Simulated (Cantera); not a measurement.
Charge: 1 mol CH3OH, 21 mol H2, 1.8 mol N2, at 10.0 mbar.

Cantera equilibrium calculation (NASA polynomials, part measured and part estimated; ideal gas, pure solids and liquids). Candidate condensed phases: C, C6H6, C7H8, C8H18, H2O; 136 gas species. The numbers say what is thermodynamically allowed, not how fast it happens.

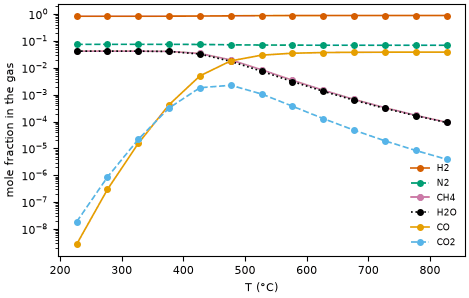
Figure: Equilibrium gas composition (values under 1e-9 drawn at 1e-9)

### Question
Read off the mole fractions at 427 °C.

### Answer
H2 about 0.85, N2 about 0.075, CH4 about 0.035, H2O about 0.033, CO about 0.0050, CO2 about 0.0018.
